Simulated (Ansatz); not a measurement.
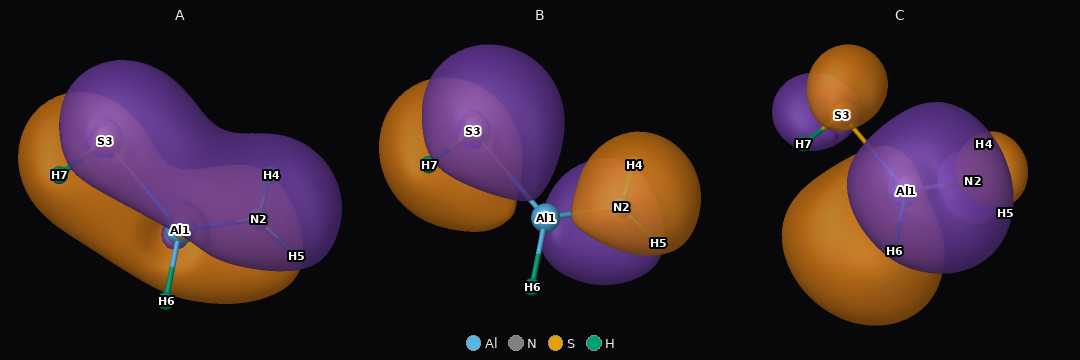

Figure 1: AlH4NS. Three frontier orbitals at ±0.06 Å⁻³ᐟ² (orange and purple are the two phases), in no order.

Geometry: B3LYP-D4/def2-TZVP.

Method: isolated molecule in a Gaussian basis; Kohn-Sham density functional theory, functional PBE0 (Ansatz 0.2.0).

Input file:

```
basis:
  gaussian:
    orbitals: def2-TZVPD
crystal:
  periodic: [false, false, false]
  atoms:
    - {symbol: Al, position_ang: [-0.901310, -0.453988, 0.262007]}
    - {symbol: N, position_ang: [-2.362407, -0.862772, 1.164763]}
    - {symbol: S, position_ang: [0.919231, -0.057312, 1.424496]}
    - {symbol: H, position_ang: [-2.434747, -0.930094, 2.167766]}
    - {symbol: H, position_ang: [-3.252692, -1.063777, 0.736951]}
    - {symbol: H, position_ang: [-0.917887, -0.380900, -1.306655]}
    - {symbol: H, position_ang: [1.660704, 0.181742, 0.328936]}
hamiltonian:
  xc: pbe0
output: {forces: true, orbitals: {seedname: orbitals}}
```

Command:

```sh
ansatz run input.yaml --threads 2 --pin off --max-ram 4350MiB --events-out events.jsonl --progress --plain --runs-dir runs
```

> Which picture is the HOMO−1, the HOMO and the LUMO?

A is the HOMO−1 (−7.98 eV). By Hirshfeld shares it lies mainly on N2 (about 40 %), S3 (about 35 %) and Al1 (about 20 %); it changes sign across the molecular plane (π type); π-bonding across Al1–N2 and Al1–S3. B is the HOMO (−7.36 eV). Its weight (Hirshfeld) is mainly on S3 (about 50 %) and N2 (about 30 %); it changes sign across the molecular plane (π type). C is the LUMO (−0.43 eV). Its weight (Hirshfeld) is mainly on Al1 (about 70 %), S3 (about 10 %), H6 (about 10 %) and N2 (about 5 %); it changes sign across the molecular plane (π type).

> What is the HOMO–LUMO gap?

6.93 eV between the orbital energies.
